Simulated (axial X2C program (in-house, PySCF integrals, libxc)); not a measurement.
# SnIn: relativistic diatomic calculation

SnIn, single determinant with M_S = 3/2 and |Λ| = 0. Computed at this level: HF, spin-free X2C-1e, Sn dyall-cv3z, In dyall-cv3z (cores contracted) (axial X2C program (in-house, PySCF integrals, libxc)).

## Input
```
{"zs": [50, 49], "q": 0, "bas": ["dyall-cv3z", "dyall-cv3z"], "levels": ["PBE0", "HF", "B97-3"], "cc": true, "r0": 2.82, "thr": -1.0, "nmax": 90, "npts": 10, "nst": 2, "ntry": 6}
```

The line is the task of a batch: nuclear charges, charge, bases, the levels to run, a first guess of the distance and further settings. This report covers HF without spin-orbit coupling. The log is that of the reference distance 2.851 Å.

Launched within a batch (the task file carries these settings):
```bash
python <driver script> task.json out
```

## Log
```
spin-free X2C-1e  HF
basis functions 258  fitting functions 1300  grid points 5803
iter        total energy     max residual
   1     -12052.159707228     2.19e-01
   2     -12052.197802754     5.45e-03
   3     -12052.199325860     1.64e-03
   4     -12052.199628050     1.15e-03
   5     -12052.199727497     7.33e-04
   6     -12052.199800982     4.89e-04
   7     -12052.199830557     2.99e-04
   8     -12052.199842155     1.62e-04
   9     -12052.199845135     6.87e-05
  10     -12052.199845621     3.92e-05
  11     -12052.199845768     2.15e-05
  12     -12052.199845827     8.61e-06
  13     -12052.199845838     2.28e-06
  14     -12052.199845839     1.11e-06
converged
one-electron -17494.01247360  Coulomb 5309.80556264  exact exchange -322.74009965  xc functional 0.00000000  nuclear repulsion 454.74716477
correlated 7  virtual 321  natural virtual 89  E(MP2) -0.096820191  MP2 remainder -0.002856154
iter   CCSD correlation   residual
   1     -0.108751362   1.23e-01
   2     -0.114433423   5.08e-02
   3     -0.115042018   1.84e-02
   4     -0.115283327   9.84e-03
   5     -0.115332307   4.85e-03
   6     -0.115345767   1.59e-03
   7     -0.115355915   5.58e-04
   8     -0.115353395   2.30e-04
   9     -0.115353063   8.80e-05
  10     -0.115353299   2.97e-05
  11     -0.115353589   1.10e-05
  12     -0.115353667   4.27e-06
  13     -0.115353698   1.86e-06
  14     -0.115353699   7.36e-07
(T) -0.005952832691424552  T1 0.0404  D1 0.0627  max T2 0.070
```

## The points of the curve

| R (Å) | E (hartree) | dipole (D; origin at the first atom, positive when the second is positive) | highest filled (eV) | lowest empty (eV) |
| --- | --- | --- | --- | --- |
| 2.480 | −12052.175929 | 1.27 | −7.24 | 0.07 |
| 2.594 | −12052.188585 | 1.53 | −7.26 | 0.11 |
| 2.680 | −12052.194457 | 1.79 | −7.13 | 0.14 |
| 2.765 | −12052.198033 | 2.09 | −7.01 | 0.15 |
| 2.851 | −12052.199846 | 2.41 | −6.90 | 0.16 |
| 2.951 | −12052.200293 | 2.81 | −6.78 | 0.15 |
| 3.051 | −12052.199426 | 3.22 | −6.67 | 0.13 |
| 3.179 | −12052.196990 | 3.74 | −6.54 | 0.07 |
| 3.336 | −12052.192794 | 4.33 | −6.41 | −0.03 |
| 3.564 | −12052.185723 | 4.93 | −6.30 | −0.14 |

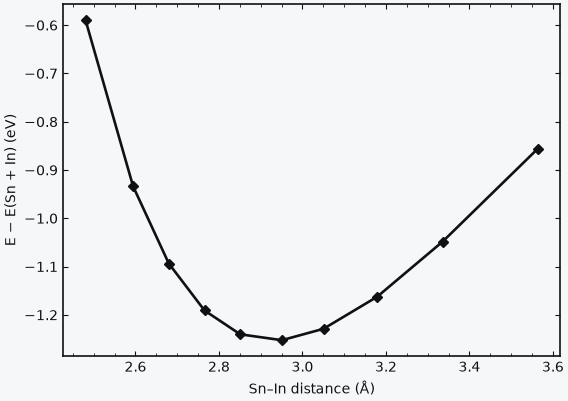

**Figure 1.** Energy at 10 bond lengths, for one set of occupations held fixed; the line joins the points. A polynomial of degree 6 through 9 points gives rₑ = 2.930 Å, ωₑ = 133.1 cm⁻¹, ωₑxₑ = 0.33 cm⁻¹ and Bₑ = 0.03347 cm⁻¹. The minimum lies 1.25 eV below Sn + In, each computed as one determinant at the same level.

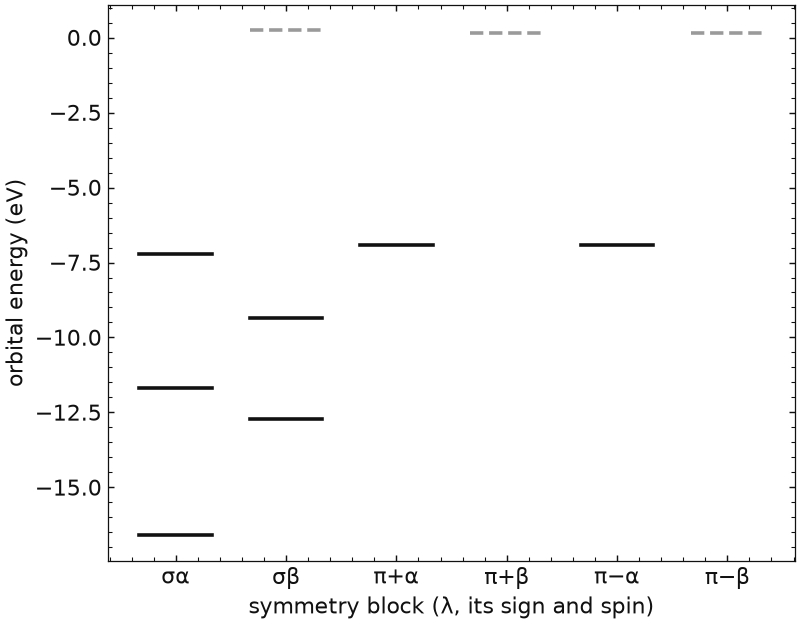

**Figure 2.** Orbital energies near the frontier at 2.85 Å, filled (solid) and empty (dashed); a label such as π−α means λ = −1 and α spin. The highest filled orbital (π−α; 78 % Sn p, 16 % In p) lies at −6.90 eV, the lowest empty one (π−β; 74 % In p, 24 % Sn p) at 0.16 eV.

## Results in brief

```tsv
quantity	value
outcome	converged
bond length rₑ	2.930 Å
ωₑ	133.1 cm⁻¹
energy at the minimum	−12052.20032 hartree
depth below the fragments	1.25 eV
largest ⟨S²⟩ along the curve	3.77
hardware	1 thread of Arm Neoverse V2, 112 GiB of memory available, shared host
wall time	8.3 s
peak memory	0.63 GiB
```

## Remarks

Hartree–Fock lacks correlation, so it usually binds too weakly.
